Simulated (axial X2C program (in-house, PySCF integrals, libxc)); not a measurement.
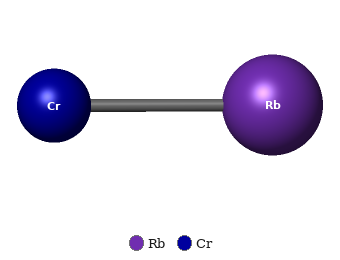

**Figure 1.** The molecule at the reference distance of 3.446 Å.

**Relativistic diatomic calculation for RbCr**

- system: RbCr, single determinant with M_S = 5/2 and |Λ| = 0.
- method: BHandHLYP, spin-free X2C-1e, Rb dyall-cv3z, Cr dyall-cv3z (cores contracted) (axial X2C program (in-house, PySCF integrals, libxc))

**Input file**
```
{"zs": [37, 24], "q": 0, "bas": ["dyall-cv3z", "dyall-cv3z"], "levels": ["PBE0", "HF", "BHandHLYP"], "cc": true, "r0": 3.32, "thr": -2.0, "nmax": 90, "npts": 10, "nst": 2, "ntry": 6}
```

The line is the task of a batch: nuclear charges, charge, bases, the levels to run, a first guess of the distance and further settings. This report covers BHandHLYP without spin-orbit coupling. The log is that of the reference distance 3.446 Å.

Launched within a batch (the task file carries these settings):
```bash
python <driver script> task.json out
```

**The program's output**
```
spin-free X2C-1e  BHandHLYP
basis functions 236  fitting functions 1283  grid points 5807
iter        total energy     max residual
   1      -4031.806582929     3.57e-02
   2      -4031.809181930     1.05e-02
   3      -4031.808879568     1.69e-02
   4      -4031.810000703     6.12e-04
   5      -4031.810048640     4.24e-04
   6      -4031.810099985     2.76e-04
   7      -4031.810126696     1.98e-04
   8      -4031.810134491     3.72e-05
   9      -4031.810135076     1.38e-05
  10      -4031.810135096     2.90e-06
  11      -4031.810135097     1.34e-06
converged
one-electron -5853.55812202  Coulomb 1836.24653696  exact exchange -73.92545431  xc functional -76.93681112  nuclear repulsion 136.36371541
```

**The points of the curve**

```csv
R (Å),E (hartree),"dipole (D; origin at the first atom, positive when the second is positive)",highest filled (eV),lowest empty (eV)
3.239,−4031.809351,−5.67,−3.64,−1.01
3.343,−4031.809992,−5.77,−3.62,−1.03
3.446,−4031.810135,−5.86,−3.59,−1.06
3.567,−4031.809796,−5.94,−3.57,−1.10
3.687,−4031.809041,−5.99,−3.54,−1.13
```

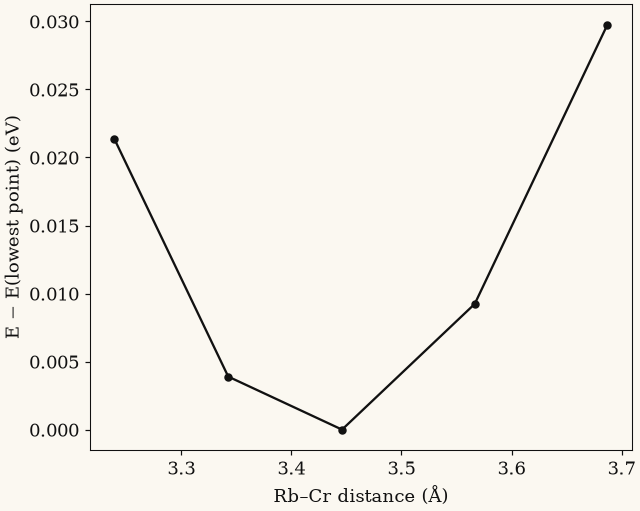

**Figure 2.** Energy at 5 bond lengths, for one set of occupations held fixed; the line joins the points. A polynomial of degree 3 through 5 points gives rₑ = 3.427 Å, ωₑ = 94.56 cm⁻¹ and Bₑ = 0.04454 cm⁻¹. The minimum lies 0.64 eV below Rb + Cr, each computed as one determinant at the same level.

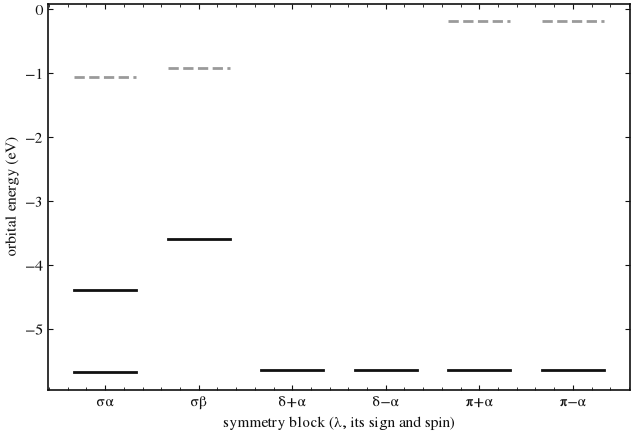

**Figure 3.** Orbital energies near the frontier at 3.45 Å, filled (solid) and empty (dashed); a label such as π−α means λ = −1 and α spin. The highest filled orbital (σβ; 49 % Rb s, 42 % Cr s) lies at −3.59 eV, the lowest empty one (σα; 51 % Rb s, 31 % Rb p) at −1.06 eV.

**Results in brief**

- outcome: converged
- bond length rₑ: 3.427 Å
- ωₑ: 94.56 cm⁻¹
- energy at the minimum: −4031.81014 hartree
- depth below the fragments: 0.64 eV
- largest ⟨S²⟩ along the curve: 8.92
- hardware: 1 thread of Intel Xeon (Granite Rapids), 128 GiB of memory available, shared host
- wall time: 4.7 s

**Remarks**

Caveats: 5 of the 10 points asked for were kept.
